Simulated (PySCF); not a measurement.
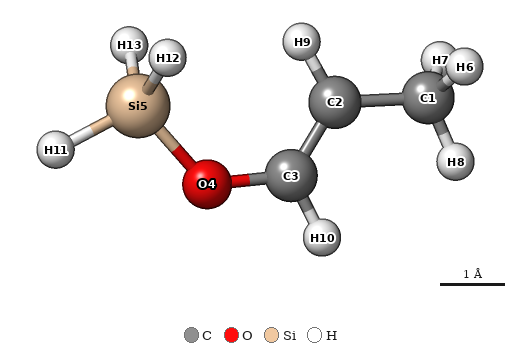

The structure as given in the input (ball-and-stick view, seen at a tilt; atoms are numbered from 1 in the order of the input).

**C3H8OSi: one change and its effect**

System: C3H8OSi.
Method of the first run: GIAO PBE0/pcSseg-2 NMR shielding, non-relativistic, gas phase (PySCF 2.14.0).

The geometry comes from this level: PBE0-D3(BJ)/def2-SVP. Text and figures count atoms from 1; the logs count them from 0 in places.

## The input, the first run
```
{"job": {"kind": "nmr", "xc": "PBE0", "basis": "pcSseg-2", "pop": false}, "charge": 0, "multiplicity": 1}
C     -2.242045     0.112852     0.345289
C     -0.758859     0.116491     0.175251
C     -0.078763    -0.859747    -0.436453
O      1.257745    -0.918048    -0.624718
Si     2.387270     0.243624    -0.184959
H     -2.707286     0.992631    -0.130262
H     -2.528116     0.140806     1.410198
H     -2.695438    -0.786030    -0.099195
H     -0.210328     0.976002     0.582221
H     -0.588017    -1.736118    -0.854177
H      3.694005    -0.284595    -0.654992
H      2.077885     1.548288    -0.843057
H      2.399765     0.431996     1.296668
```

The first line tells a small driver script what to run in PySCF; the rest is the geometry in Å.

Launched with:
```bash
OMP_NUM_THREADS=1 python <driver script> task.json out
```

Hardware: 1 CPU thread, shared host.

## Output (the first run)
```
coarse grid: 10928 points
cycle   1  E = -483.5124685134  dE =  3.661e-01  |g| = 6.377e-01  |ddm| = 2.421e+00
cycle   2  E = -483.4176238573  dE =  9.484e-02  |g| = 9.567e-01  |ddm| = 1.223e+00
cycle   3  E = -483.5853964528  dE = -1.678e-01  |g| = 1.269e-01  |ddm| = 8.711e-01
cycle   4  E = -483.5879790152  dE = -2.583e-03  |g| = 5.865e-02  |ddm| = 1.048e-01
cycle   5  E = -483.5887995564  dE = -8.205e-04  |g| = 1.524e-02  |ddm| = 4.615e-02
cycle   6  E = -483.5888508412  dE = -5.128e-05  |g| = 4.141e-03  |ddm| = 1.189e-02
cycle   7  E = -483.5888548545  dE = -4.013e-06  |g| = 2.631e-04  |ddm| = 2.957e-03
final grid: 99736 points
cycle   8  E = -483.5909856944  dE = -6.704e-05  |g| = 7.765e-03  |ddm| = 3.603e-02
cycle   9  E = -483.5909714914  dE =  1.420e-05  |g| = 1.150e-02  |ddm| = 1.032e-02
cycle  10  E = -483.5909974406  dE = -2.595e-05  |g| = 1.758e-03  |ddm| = 6.895e-03
cycle  11  E = -483.5909981143  dE = -6.738e-07  |g| = 2.904e-04  |ddm| = 1.416e-03
cycle  12  E = -483.5909981298  dE = -1.545e-08  |g| = 1.418e-04  |ddm| = 2.567e-04
cycle  13  E = -483.5909981343  dE = -4.500e-09  |g| = 3.140e-05  |ddm| = 1.060e-04
cycle  14  E = -483.5909981345  dE = -2.274e-10  |g| = 3.694e-06  |ddm| = 2.268e-05
converged SCF energy = -483.5909981345

GIAO shielding tensors (ppm)
atom      isotropic    diamagn.    paramagn.     s11        s22        s33       span
  0 C      168.848     236.280     -67.433    156.022    164.509    186.012     29.990
  1 C       73.805     261.279    -187.475    -20.583     88.494    153.503    174.085
  2 C       27.769     249.749    -221.980    -76.395     68.502     91.201    167.597
  3 O      234.653     389.271    -154.618    156.510    234.714    312.735    156.225
  4 Si     381.627     877.704    -496.077    340.447    346.499    457.935    117.488
  5 H       29.565      27.948       1.618     25.348     27.483     35.865     10.516
  6 H       29.563      27.890       1.673     25.352     27.453     35.885     10.533
  7 H       29.647      28.346       1.301     26.054     28.737     34.151      8.097
  8 H       26.318      35.900      -9.582     24.033     25.233     29.689      5.656
  9 H       24.623      31.086      -6.463     21.679     24.211     27.979      6.300
 10 H       26.425      28.197      -1.772     23.463     24.832     30.979      7.516
 11 H       26.264      29.601      -3.337     23.700     24.710     30.382      6.682
 12 H       26.248      29.552      -3.304     23.636     24.670     30.439      6.803
```

For the second run the input was changed thus:
```diff
-"xc": "PBE0"
+"xc": "BHandHLYP"
```

What does this change do to the results?

The total energies belong to different methods, so their difference says nothing on which is more stable or more accurate. The HOMO goes from −6.58 to −7.61 eV. The LUMO goes from 0.12 to 0.91 eV. The dipole moment goes from 0.74 to 0.80 D. Of all shieldings, the largest change is that of O4, by +11.5 ppm. The functional changes from PBE0 to BHandHLYP. The SCF takes 13 iterations against 14.

## Output (the second run)
```
coarse grid: 10928 points
cycle   1  E = -483.7595696229  dE =  4.364e-01  |g| = 5.925e-01  |ddm| = 2.393e+00
cycle   2  E = -483.7504019510  dE =  9.168e-03  |g| = 6.638e-01  |ddm| = 7.714e-01
cycle   3  E = -483.8258603991  dE = -7.546e-02  |g| = 7.903e-02  |ddm| = 4.645e-01
cycle   4  E = -483.8267201450  dE = -8.597e-04  |g| = 4.217e-02  |ddm| = 6.604e-02
cycle   5  E = -483.8271484203  dE = -4.283e-04  |g| = 8.455e-03  |ddm| = 3.436e-02
cycle   6  E = -483.8271638778  dE = -1.546e-05  |g| = 1.859e-03  |ddm| = 6.328e-03
cycle   7  E = -483.8271646884  dE = -8.106e-07  |g| = 3.936e-04  |ddm| = 1.581e-03
final grid: 99736 points
cycle   8  E = -483.8315455266  dE = -2.702e-05  |g| = 2.280e-03  |ddm| = 2.381e-02
cycle   9  E = -483.8315460525  dE = -5.259e-07  |g| = 1.646e-03  |ddm| = 3.167e-03
cycle  10  E = -483.8315467137  dE = -6.612e-07  |g| = 2.148e-04  |ddm| = 1.273e-03
cycle  11  E = -483.8315467202  dE = -6.517e-09  |g| = 1.604e-04  |ddm| = 2.455e-04
cycle  12  E = -483.8315467256  dE = -5.380e-09  |g| = 2.796e-05  |ddm| = 1.159e-04
cycle  13  E = -483.8315467258  dE = -1.573e-10  |g| = 4.675e-06  |ddm| = 2.207e-05
converged SCF energy = -483.8315467258

GIAO shielding tensors (ppm)
atom      isotropic    diamagn.    paramagn.     s11        s22        s33       span
  0 C      169.390     232.785     -63.396    157.970    164.413    185.786     27.817
  1 C       73.081     259.498    -186.416    -26.690     91.117    154.817    181.507
  2 C       27.052     247.938    -220.886    -84.258     71.097     94.316    178.574
  3 O      246.113     390.267    -144.154    175.549    244.253    318.538    142.989
  4 Si     390.145     876.193    -486.047    353.836    359.317    457.283    103.447
  5 H       29.763      28.111       1.652     25.547     27.671     36.071     10.524
  6 H       29.760      28.063       1.697     25.549     27.643     36.089     10.539
  7 H       29.841      28.341       1.501     26.154     28.957     34.413      8.260
  8 H       26.561      35.739      -9.178     24.142     25.438     30.103      5.962
  9 H       24.862      31.139      -6.276     21.812     24.394     28.382      6.570
 10 H       26.856      28.340      -1.484     23.842     25.191     31.537      7.695
 11 H       26.730      29.615      -2.885     24.128     25.234     30.828      6.700
 12 H       26.717      29.572      -2.856     24.076     25.189     30.885      6.808
```

## The two runs side by side

| quantity | the first run | the second run |
| --- | --- | --- |
| outcome | converged | converged |
| total energy (hartree) | −483.590998 | −483.831547 |
| HOMO (eV) | −6.58 | −7.61 |
| LUMO (eV) | 0.12 | 0.91 |
| dipole moment (D) | 0.74 | 0.80 |
| shielding of C1 (ppm) | 168.8 | 169.4 |
| shielding of C2 (ppm) | 73.8 | 73.1 |
| shielding of C3 (ppm) | 27.8 | 27.1 |
| shielding of O4 (ppm) | 234.7 | 246.1 |
| shielding of Si5 (ppm) | 381.6 | 390.1 |
| shielding of H12 (ppm) | 26.3 | 26.7 |
| shielding of H13 (ppm) | 26.2 | 26.7 |
| SCF iterations | 14 | 13 |
| basis functions | 299 | 299 |
| wall time (shared host) | 36 s | 36 s |
